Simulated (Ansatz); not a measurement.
Band structure of RbBr (Fm-3m, 2 atoms in the cell).

```
CELL_PARAMETERS angstrom
      0.00000     3.45249     3.45249
      3.45249     0.00000     3.45249
      3.45249     3.45249     0.00000
ATOMIC_POSITIONS crystal
  Rb 0.00000 0.00000 0.00000
  Br 0.50000 0.50000 0.50000
```

Level of theory: PBE, PAW files (plane waves; Ansatz, a quantum-chemistry and plane-wave program).

Settings: basis.ecutwfc = 30.9 Ry; kpoints.mp_grid.grid = 7 7 7; hamiltonian.xc = pbe; hamiltonian.pseudopotentials = {kind: paw} (the program's default PAW files); scf.occupations.method = fixed; kpoints.band_path.npoints = 8.

The starting cell comes from a database of computed structures (which also holds hypothetical and non-ambient phases and stackings), without a prior relaxation at this level. Its lattice was rescaled by a random factor within 2.5 % of one.

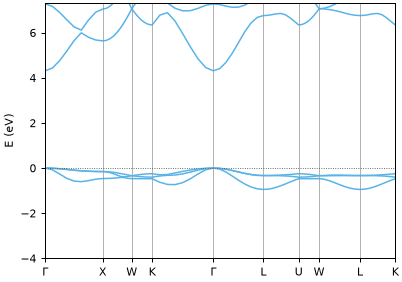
Bands along the path, energies from the top of the valence band on the path.

Read off roughly the gap and where its edges lie.

The gap along the path is about 4.3 eV (computed: 4.31 eV), direct at Γ to within 0.01 eV.

Levels in eV from the top of the valence band on the path, bands 5 to 11:
```csv
point,5,6,7,8,9,10,11
Γ,-8.53,0.00,0.00,0.00,4.31,7.28,7.28
X,-8.60,-0.47,-0.16,-0.16,5.63,7.05,9.09
W,-8.52,-0.47,-0.34,-0.34,7.06,7.06,8.17
K,-8.56,-0.47,-0.40,-0.25,6.34,8.02,8.09
L,-8.49,-0.95,-0.33,-0.33,6.76,7.64,9.42
U,-8.56,-0.47,-0.40,-0.25,6.34,8.02,8.09
```

Keys are those of Ansatz 0.2.
